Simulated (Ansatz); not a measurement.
Start from AgCl in the rock salt structure (space group Fm-3m, No. 225; a = 5.447 Å).

One thing is altered: cell and atoms relaxed at a pressure of 30 GPa.

Calculations: PBEsol, PAW, 420 eV (Ansatz, a quantum-chemistry and plane-wave program; spin-orbit coupling left out).

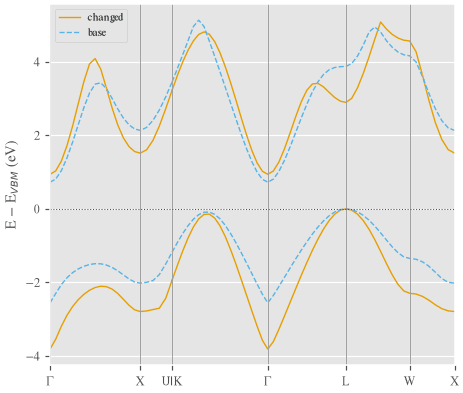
Fig. 1. Highest valence and lowest conduction band along the path, each from its own valence-band maximum

Problem. Read the changed gap and its character from the plot.

Solution. About 0.9 eV, indirect, L → Γ.

Load acts through the strain it causes; cell and atoms are relaxed under it. No phonon test of stability was made. Competing high-pressure phases were not computed.
